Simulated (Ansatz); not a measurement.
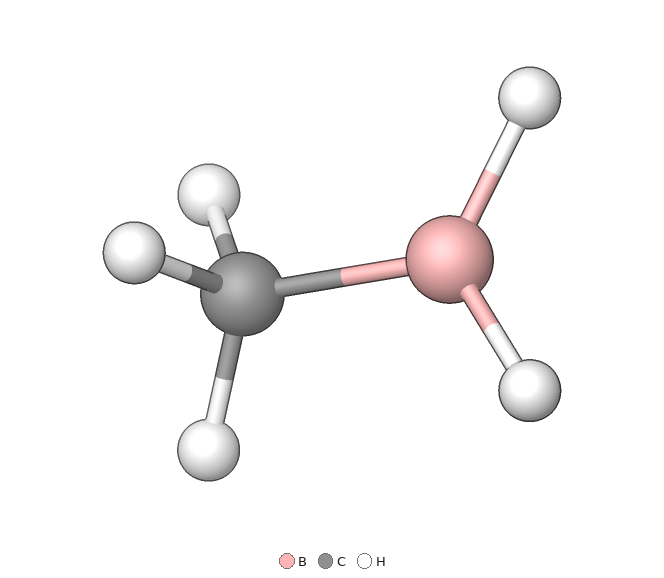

Rendered structure (ball-and-stick style). Every bond is drawn as one stick, whatever its order.

The geometry was computed by an optimisation with PBE0-D4/def2-TZVP.

Give the formula.

Answer. CH₅B, 7 atoms: 1 carbon, 5 hydrogen and 1 boron.

How many bonds of each kind are drawn?

Answer. 3 C–H, 2 B–H, 1 C–B. Sticks follow a distance rule.

How many atoms are distinct by symmetry?

Answer. 5: 1 B, 1 C, 2 H, 2 H, 1 H.

Which point group does it belong to?

Answer. Cs.

The parts below concern this one geometry. Atoms keep their numbers from picture to picture.

**Shape**

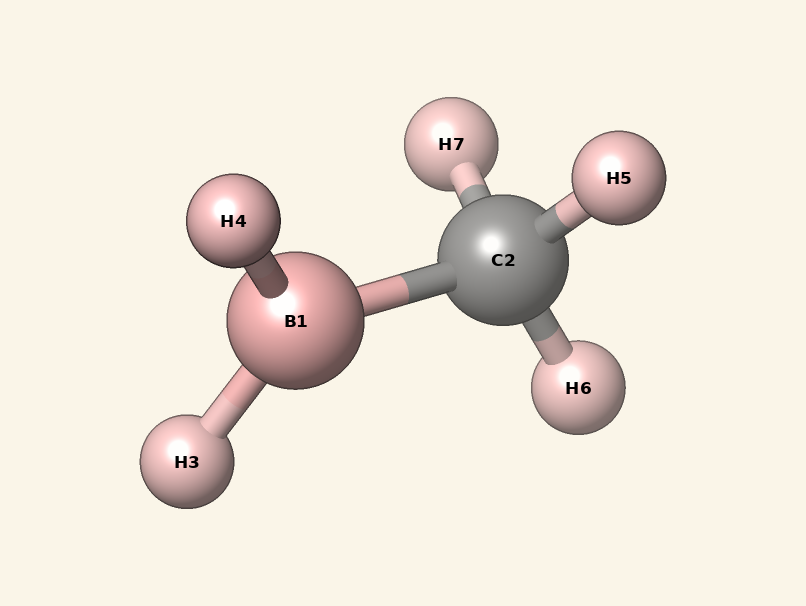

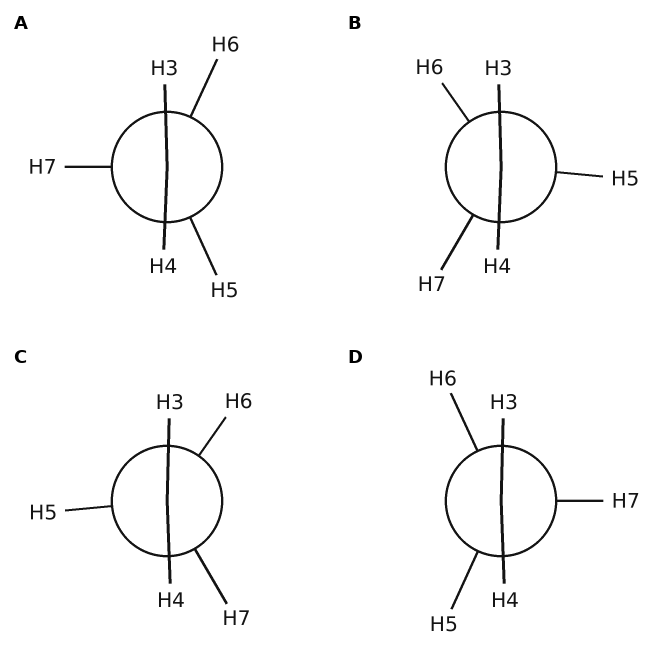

Depth is shown by fading: the farther an atom, the more it takes the colour of the background. Bonds that would overlap in a projection are set slightly apart.

Which Newman projection shows the view along B1–C2, with B1 in front?

Answer. D. The torsion angle H3–B1–C2–H5 is −157°, antiperiplanar (anti).

**Vibrations**

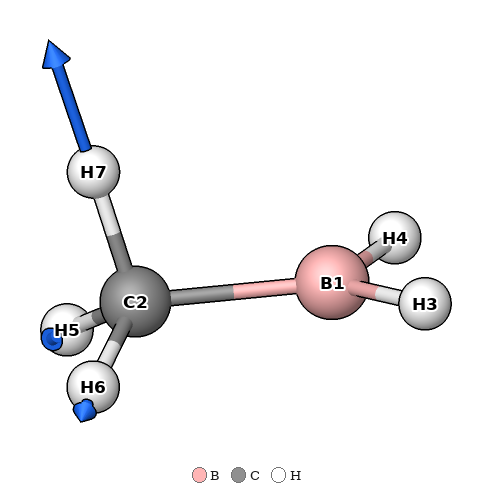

The arrows show one normal mode. Harmonic vibrations computed with RKS PBE0-D4/def2-TZVP (Ansatz 0.2.0) at a stationary point of the same level.

What kind of motion is it?

Answer. Mostly C–H stretching.

Estimate its harmonic wavenumber.

Answer. 2987 cm⁻¹; it is mode 13 of 15 counted from the lowest.

**Electronic properties**

Level of theory: RKS r2SCAN0-D4/def2-TZVPP (Ansatz 0.2.0).

Give the dispersion correction at this level.

Answer. −1.6 kJ/mol.

**Charges**

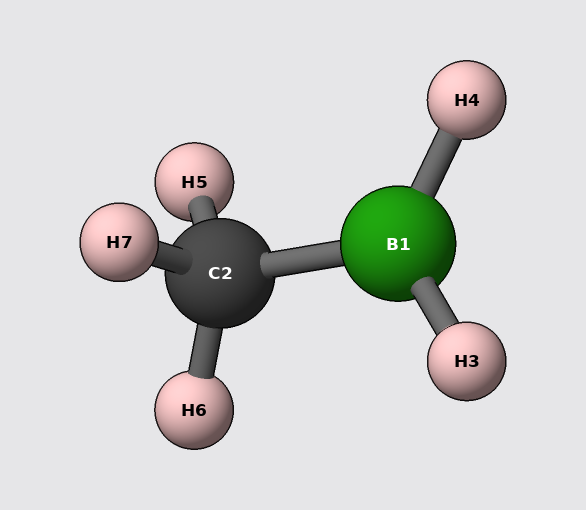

The questions are on Mulliken charges. Method: RKS PBE0-D4/def2-TZVP (Ansatz 0.2.0).

List the Mulliken charges.

```tsv
atom	value (e)
B1	−0.03
C2	−0.42
H3	0.01
H4	0.01
H5	0.14
H6	0.14
H7	0.15
```

Mulliken values depend strongly on the basis set and can even reverse the polarity of a bond.
